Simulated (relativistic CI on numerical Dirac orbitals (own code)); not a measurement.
# Relativistic CI calculation for Xe⁸⁺

System: Xe⁸⁺.
Method: Dirac-Coulomb-Breit CI, KLI orbitals optimised for each configuration, model QED (radiative potential, 1s self-energy scaled to tabulated hydrogen-like ionisation energies) (relativistic CI on numerical Dirac orbitals, in-house).

**Summary**

- outcome: converged
- lowest level: 4d¹⁰ ¹S₀
- first excited level: 4d⁹ 5s ³D₃, 456,591 cm⁻¹
- levels computed: 25
- SCF iterations: 27
- hardware: 1 thread of Arm Neoverse V2, 24 GiB of memory available, shared host

**Remarks**

Caveats: configurations can be misplaced by up to about 7 % of their energy; only a limited list of configurations is included, so lower levels can be missing.

**Input file**
```
atom Xe  Z=54  charge=8  electrons=46
nucleus A=132  rms_radius_fm=4.7859
hamiltonian dirac-coulomb  breit=on  qed=on  c_scale=1
orbitals kli  potential=per-configuration
slater_scale 1
correlation none
mixing on
configurations
  [Kr] 4d10
  [Kr] 4d9 4f
  [Kr] 4d9 5s
end
```

The run was one of a batch that the task file lists, launched with:
```bash
python <driver script> task.json out
```

The program writes its results to a structured record and prints no log; tables and figures of this report are taken from that record.

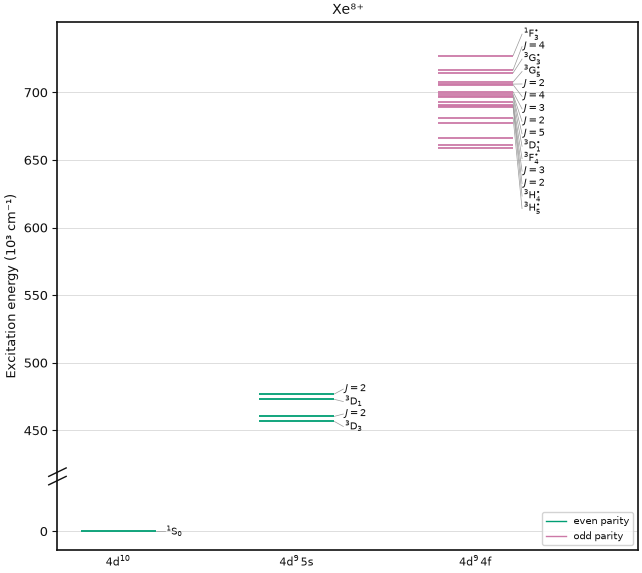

Figure 1. Level diagram of Xe⁸⁺. The lowest level is 4d¹⁰ ¹S₀. The first excited level, 4d⁹ 5s ³D₃, lies at 457,000 cm⁻¹. The lowest level of opposite parity, 4d⁹ 4f ³P°₀, is at 659,000 cm⁻¹. The levels are in intermediate coupling, nearer LS (mean leading weight 76 % in LS and 74 % in jj).

```csv
Configuration,Level,E (cm⁻¹),Lifetime (s; – stable or not computed)
4d¹⁰,¹S₀,0,–
4d⁹ 5s,³D₃,"456,600",–
4d⁹ 5s,[(4d₅/₂)⁵ 5s] J = 2,"460,400",4.1×10⁻⁶
4d⁹ 5s,³D₁,"473,000",2.0×10⁻²
4d⁹ 5s,[(4d₃/₂)³ 5s] J = 2,"477,000",2.1×10⁻⁶
4d⁹ 4f,³P°₀,"658,500",1.5×10¹
4d⁹ 4f,³P°₁,"661,200",3.7×10⁻⁹
4d⁹ 4f,³P°₂,"666,600",4.3×10⁻⁴
4d⁹ 4f,³H°₆,"677,400",8.0×10⁰
4d⁹ 4f,³H°₅,"681,200",7.7×10⁻¹
4d⁹ 4f,³H°₄,"689,100",8.0×10⁻²
4d⁹ 4f,[(4d₅/₂)⁵ 4f₅/₂] J = 2,"690,000",1.1×10⁻³
4d⁹ 4f,[(4d₅/₂)⁵ 4f₅/₂] J = 3,"690,600",1.6×10⁻¹
4d⁹ 4f,³F°₄,"692,800",3.3×10⁰
4d⁹ 4f,³D°₁,"696,400",6.2×10⁻¹⁰
4d⁹ 4f,[(4d₅/₂)⁵ 4f₇/₂] J = 5,"697,600",4.8×10⁻²
4d⁹ 4f,[(4d₃/₂)³ 4f₇/₂] J = 2,"698,500",2.3×10⁻³
4d⁹ 4f,"J = 3 (odd, mixed)","700,300",2.8×10⁻²
```
